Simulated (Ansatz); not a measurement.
Partial pair distribution functions of a relaxed model of amorphous Hf18O41Ta2, broadened by 0.06 Å; density 8.88 g/cm³. Calculation: PBE, scalar-relativistic without spin-orbit coupling (plane waves to 420 eV, PAW; Ansatz, an electronic-structure program).

A CHGNet melt-quench gave the starting glass, which DFT then relaxed. O atoms were pushed apart under 1.9 Å during the dynamics, to hinder bonds among them. The hot cell started wider than the set density and was brought back towards it in steps. It is the lowest in DFT energy of 2 quenches. It is a model cell: composition and starting density were chosen by hand, and all elements were melted together. No dispersion term was used. Its density started from a set value of 8.88 and ended at 8.88 g/cm³. The simulated quench (nominally 380 K/ps over its main leg) is rapid and tends to freeze in more defects than a deposited or slowly cooled glass has. One small periodic cell is one sample of the glass; other quenches scatter about these values. The volume was held where the preparation left it and the shape relaxed, at a PBE pressure of 1.6 GPa. Stress components on the final sampling reach 1.8 GPa.

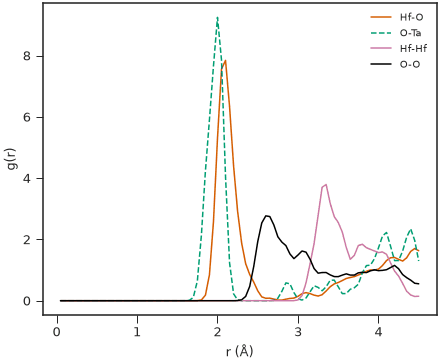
Figure: Partial pair distribution functions

Highest peaks under 4.5 Å: Hf-O near 2.10 Å, O-Ta near 2.00 Å, Hf-Hf near 3.35 Å, O-O near 2.60 Å; pairs of few atoms are noisy.

Within 2.70 Å each Hf has 6.39 O neighbours on average.
